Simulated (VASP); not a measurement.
Band structure of Cr3Mo (space group Cmmm). All values below come from PBEsol GGA, VASP's PBE PAW potentials (set 64) (plane waves; VASP 6.6.1).

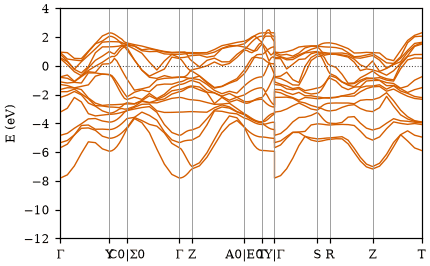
Fig. 1. Bands along high-symmetry lines, zero at the valence-band maximum or, without a gap, the Fermi level

Q: Read the plot: is there a gap, and where are the band edges?

A: It has no gap at this level: it comes out as a metal or semimetal. (Edges off the drawn lines would not show.)

The structure comes from a computed database's Cr3Mo entry (Cmmm); how it stands against other phases isn't given here. It was relaxed first. The run is not spin-polarised, so no magnetic state was tried. VASP warned that the highest band is occupied, so more bands are needed.
